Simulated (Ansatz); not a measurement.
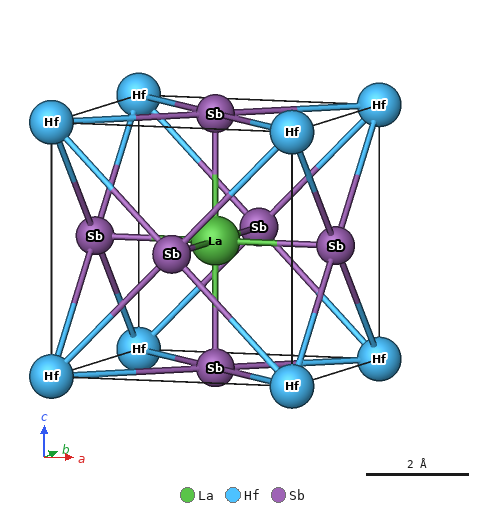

This is the input geometry for a relaxation of a crystal of LaHfSb3 (a generated structure, set up in Pm-3m) (coarse preliminary run). Style: ball-and-stick. Shown: the cell of the calculation, slightly off an axis.

All numbers below come from DFT PBE, scalar-relativistic, plane waves, PAW in Ansatz 0.2.0.

The input:
```yaml
crystal:
  lattice:
    - [5.0184228, 0.0, 0.0]
    - [0.0, 5.0184228, 0.0]
    - [0.0, 0.0, 5.0184228]
  atoms:
    - { symbol: La, position: [0.5, 0.5, 0.5] }
    - { symbol: Hf, position: [0.0, 0.0, 0.0] }
    - { symbol: Sb, position: [0.0, 0.5, 0.5] }
    - { symbol: Sb, position: [0.5, 0.0, 0.5] }
    - { symbol: Sb, position: [0.5, 0.5, 0.0] }
basis:
  ecutwfc: 420
kpoints:
  mp_grid: { grid: [4, 4, 4] }
hamiltonian:
  xc: pbe
scf:
  occupations: { method: gaussian, width: 0.1 }
  lower_state_search: "off"
output:
  forces: true
  stress: true
  eigenvalues: true
relax:
  adjacent_minimum: "off"
  f_tol: 0.04
  max_steps: 70
  cell: { stress_tol: 0.4 }
```

Command:
```bash
ansatz run input.yaml --threads 1 --pin off --max-ram 2048MiB --backend cpu --events-out ev --progress --plain --runs-dir out
```

Q: Predict the outcome.

A: The atoms keep their places relative to the cell (all moves are under 0.005 Å). Cell: a = b = c 5.018 → 5.835 Å (+16.3 %). Volume +57.2 %. Among the contacts that change: Hf2–Sb3 3.549 → 4.126 Å, La1–Sb3 2.509 → 2.917 Å. The space group stays Pm-3m (No. 221). After 6 accepted moves (8 points after the start) the energy has fallen by 5.807 eV per cell of the calculation. All forces vanish by symmetry, so only the cell relaxes. Pressure: 36.84 GPa at the start and 0.02 GPa at the end. At 2 points the geometry stayed and the basis and grid were re-selected for the new cell (energy shift of 0.138 eV per cell of the calculation at most each time).

Step by step:

| step | E − E(0), meV/atom | pressure, GPa | volume, Å³/atom | note |
| --- | --- | --- | --- | --- |
| 0 | 0.00 | 36.84 | 25.277 |  |
| 1 | -658.55 | 19.35 | 29.157 |  |
| 2 | -1012.09 | 8.21 | 33.415 |  |
| 3 | -1124.12 | 1.18 | 37.429 |  |
| 4 | -1126.91 | 0.05 | 38.197 |  |
| 5 | -1154.46 | 1.48 | 38.197 | same geometry, new basis |
| 6 | -1160.56 | 0.46 | 39.237 |  |
| 7 | -1161.23 | 0.03 | 39.729 |  |
| 8 | -1161.41 | 0.02 | 39.729 | same geometry, new basis |

The structure at the end:

```
CELL_PARAMETERS angstrom
5.83480 0.00000 0.00000
0.00000 5.83480 0.00000
0.00000 0.00000 5.83480
ATOMIC_POSITIONS crystal
La 0.50000 0.50000 0.50000
Hf 0.00000 0.00000 0.00000
Sb 0.00000 0.50000 0.50000
Sb 0.50000 0.00000 0.50000
Sb 0.50000 0.50000 0.00000
```

The end point in the same view:

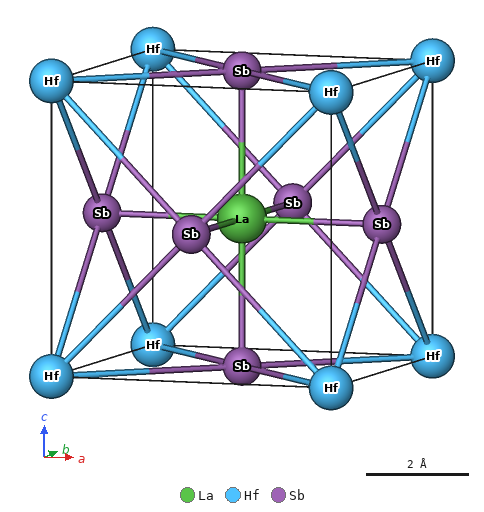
